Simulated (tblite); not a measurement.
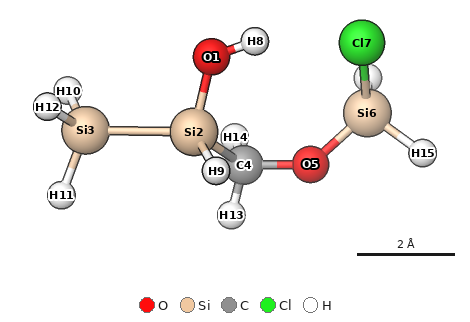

Figure 1. The structure (ball-and-stick view, seen at a tilt; atoms are numbered from 1 in the order of the input).

## CH$_{9}$ClO$_{2}$Si$_{3}$: frequency calculation

CH$_{9}$ClO$_{2}$Si$_{3}$, computed with GFN2-xTB harmonic vibrations, gas phase (tblite 0.8.0).

### What the program printed
```
mode    cm-1     km/mol
  1      11.2      0.04
  2      31.8      0.79
  3      42.0      0.58
  4      82.8      0.84
  5      98.5      5.02
  6     159.0      1.54
  7     186.9     16.30
  8     201.4      5.12
  9     227.1      5.83
 10     290.3     19.01
 11     436.6      3.95
 12     450.3    115.95
 13     453.1     38.96
 14     473.9     31.76
 15     483.6      5.42
 16     526.3     93.26
 17     624.0     31.69
 18     643.4    373.40
 19     662.8     95.38
 20     683.8     45.07
 21     737.6    324.27
 22     749.3    101.98
 23     772.7     78.37
 24     790.4    574.00
 25     806.2     93.47
 26     808.2    184.11
 27     814.7     77.92
 28     826.5    181.55
 29     920.7    180.92
 30    1157.5    209.14
 31    1217.8     56.02
 32    1282.9     18.07
 33    1474.6      1.61
 34    2169.4    172.22
 35    2217.0    400.16
 36    2223.3    289.72
 37    2252.3    263.45
 38    2285.7    226.95
 39    2383.7    189.85
 40    2913.4     45.17
 41    2951.8     39.99
 42    3428.2    291.01
```

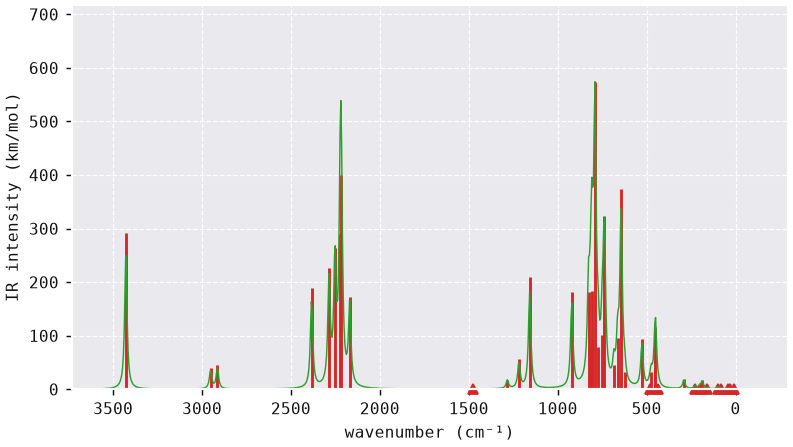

Figure 2. Harmonic infrared spectrum, unscaled: sticks (degenerate modes added up, dark ones marked on the axis) with a Lorentzian envelope of 16 cm⁻¹ full width, scaled to the tallest stick. 42 modes from 11 to 3428 cm⁻¹, none imaginary. The strongest line is at 790 cm⁻¹ (574 km/mol).

This output came from the following input.

### Input file
```
{"job": {"kind": "ir", "xc": "GFN2-xTB", "basis": "xTB"}, "charge": 0, "multiplicity": 1}
O     -0.673250     0.662593    -1.494173
Si    -0.987460     0.413371     0.074340
Si    -2.868182    -0.909840     0.052085
C      0.500853    -0.487040     0.903169
O      1.673341     0.310748     0.888209
Si     2.857453     0.576506    -0.148621
Cl     2.272471     1.725376    -1.728193
H      0.122168     1.103157    -1.813512
H     -1.045979     1.701419     0.784210
H     -2.722566    -2.177595    -0.672397
H     -3.280616    -1.273422     1.413322
H     -4.013299    -0.222911    -0.548425
H      0.297474    -0.701255     1.954855
H      0.713238    -1.442664     0.414395
H      3.755182     1.365717     0.670361
H      3.391573    -0.635216    -0.761035
```

The first line tells a small driver script what to run in tblite; the rest is the geometry in Å.

Command:
```bash
OMP_NUM_THREADS=1 python <driver script> task.json out
```

### Summary

```csv
quantity,value
outcome,converged
total energy,−673.1757 eV
zero-point energy,59.9740 kcal/mol
hardware,"1 CPU thread, shared host"
wall time,0.78 s
peak memory,0.18 GiB
```
